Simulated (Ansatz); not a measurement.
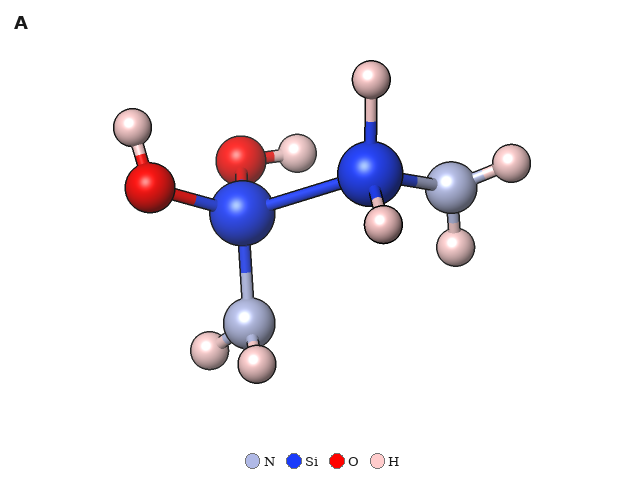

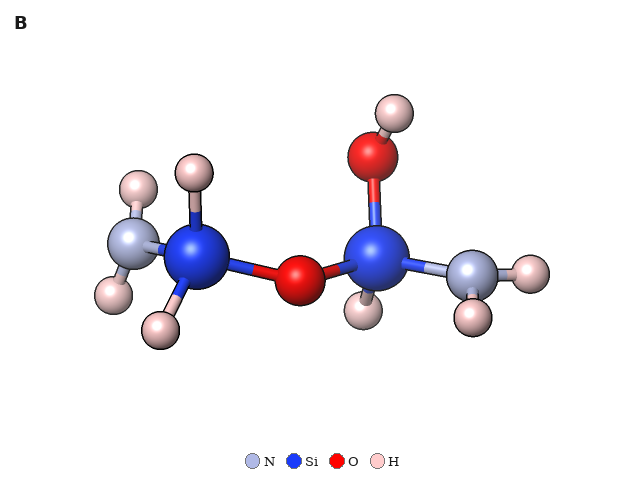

2 stationary structures of one formula. Geometries: PBE0-D4/def2-TZVP. Electronic energies: B3LYP-D4/def2-TZVPP (Ansatz 0.2.0), without zero-point energy. No frequency run is at hand to confirm each as a minimum. Each is one conformer, not always the lowest.

**Rank them by energy, lowest first.**

B is lowest; A lies 145.1 kJ/mol above it. A is `N[SiH2][Si](N)(O)O`, B is `N[SiH2]O[Si@H](N)O`.
